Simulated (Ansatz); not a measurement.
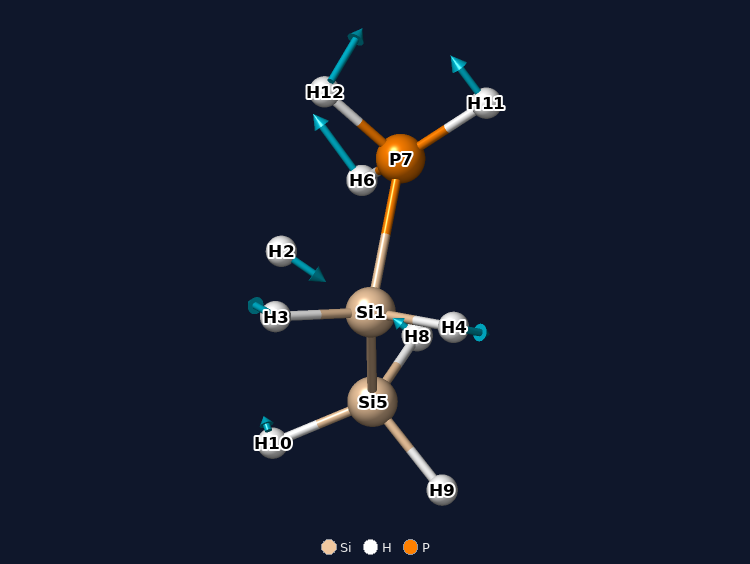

The arrows show one normal mode. Harmonic vibrations computed with RKS PBE0-D4/def2-SVP (Ansatz 0.2.0) at a stationary point of the same level. It is a saddle point of order 2.

### Describe the motion.

Mostly angle bending.

### Estimate its harmonic wavenumber.

959 cm⁻¹; it is mode 18 of 30 counted from the lowest.
